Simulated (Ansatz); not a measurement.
Electronic density of states of amorphous Al45O72H9, density 3.27 g/cm³, on a 2×2×2 Γ-centred mesh with a Gaussian width of 0.1 eV; energies count from the Fermi level, whose place inside the gap is arbitrary. Cell and mesh are small, so fine structure isn't converged. These are PBE, scalar-relativistic without spin-orbit coupling (plane waves to 420 eV, PAW; Ansatz, an electronic-structure program) values and carry that method's errors. Sampling: a 2×2×2 Γ-centred mesh; Fermi-Dirac width 0.02 eV; no spin polarisation. At PBE the levels at the filled edge of the gap are localised (band-tail or defect states), and the nearest spread-out levels lie 4.2 eV apart at the zone centre.

Preparation: random packing, a CHGNet melt and quench, and a DFT relaxation. O atoms were pushed apart under 1.9 Å during the dynamics, to hinder bonds among them. The hot cell started wider than the set density and was brought back towards it in steps. It is the lowest in DFT energy of 2 quenches. It is a model cell: composition and starting density were chosen by hand, and all elements were melted together. No dispersion term was used. Its density started from a set value of 3.27 and ended at 3.27 g/cm³. The simulated quench (nominally 190 K/ps over its main leg) is rapid and tends to freeze in more defects than a deposited or slowly cooled glass has. One small periodic cell is one sample of the glass; other quenches scatter about these values. The volume was held where the preparation left it, at a PBE pressure of 3.6 GPa. Stress components on the final sampling reach 5.2 GPa.

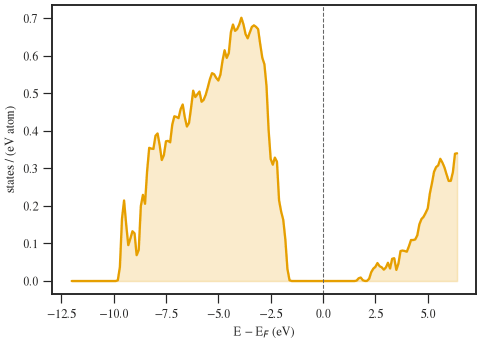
Density of states per atom

The level gap on this mesh is 3.56 eV; the broadening fills part of it in the curve.
